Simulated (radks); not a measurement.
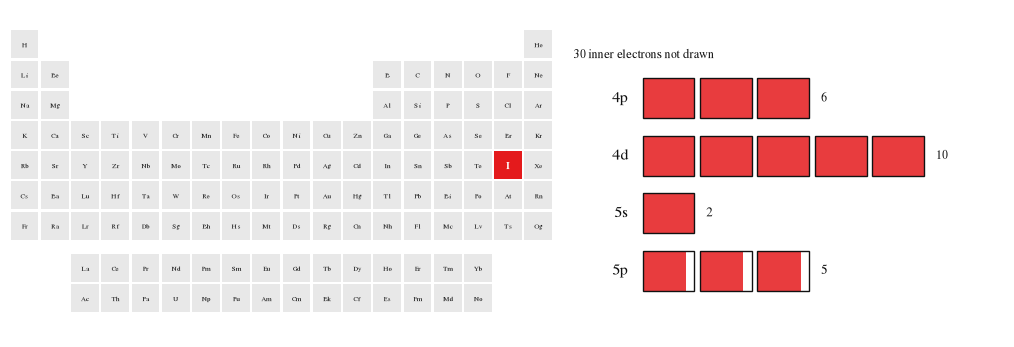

**Figure 1.** Left, the place of iodine in the periodic table; right, the outer shells as the input fills them: a box for each of the 2l + 1 orbitals, shaded by the share of the shell that is filled, with the electron count at the right.

**Run report: I, atomic calculation**

Atomic iodine (I) in the configuration [Kr] 4d10 5s2 5p5 (5p1/2: 2, 5p3/2: 3). Computed at this level: Dirac Kohn-Sham, PBEsol, spin-unpolarised, spherical densities, finite nucleus (the in-house radial solver radks).

## Outcome

- outcome: converged
- total energy: −7115.8303 hartree
- kinetic energy: 7541.3171 hartree
- electron–nucleus energy: −17296.9393 hartree
- Hartree energy: 2818.3759 hartree
- exchange–correlation energy: −178.584017 hartree
- radius at density 0.001 e/bohr³: 4.51 bohr
- SCF iterations: 9
- hardware: 1 thread of Arm Neoverse V1, 23 GiB of memory available, shared host

## What is odd here

A numerical setting was moved from its usual value: convergence threshold tolx = 1e-05. The program ran to the end, and its total energy equals that of the same run with the usual input (−7115.83027 hartree) within 10⁻⁵ hartree, so the oddity leaves no trace in it.

## Input file
```
Z 53
configuration [Kr] 4d10 5s2 5p5
relativity Dirac
functional pbe_sol,pbe_sol
spin unpolarised
j_filling energy
nucleus finite rms 4.75 fm
c 137.035999084
threshold 1e-05
max_iterations 60
```

Energies in input and log are in hartree, lengths in bohr (the nuclear radius in fm).

The run was one of a batch that the task file lists, launched with:
```bash
python <driver script> task.json out
```

## Output
```
1s1/2   1   2.0000       -1210.58310056
2s1/2   1   2.0000        -186.98438585
2p1/2   1   2.0000        -175.46804299
2p3/2   1   4.0000        -164.49829490
3s1/2   1   2.0000         -37.72821306
3p1/2   1   2.0000         -32.96395520
3p3/2   1   4.0000         -30.89993582
3d3/2   1   4.0000         -22.49550134
3d5/2   1   6.0000         -22.06129693
4s1/2   1   2.0000          -6.61612013
4p1/2   1   2.0000          -4.95321668
4p3/2   1   4.0000          -4.54992558
4d3/2   1   4.0000          -1.87707490
4d5/2   1   6.0000          -1.81400211
5s1/2   1   2.0000          -0.63813847
5p1/2   1   2.0000          -0.28473228
5p3/2   1   3.0000          -0.24766118
Etot -7115.8302698929165
Ekin 7541.3171334011695
Encl -17296.93932156098
Eh 2818.3759351638623
Exc -178.58401689696638
err 1.4889408805087173e-05
it 9
```

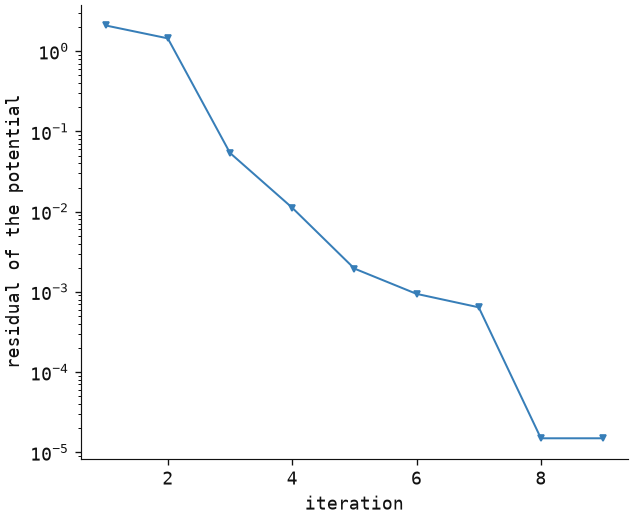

**Figure 2.** Convergence: residual of the potential against the iteration. The residual falls almost steadily, with no more than small rises or pauses. It goes from 2.1 to 1.5×10⁻⁵ in 9 steps.
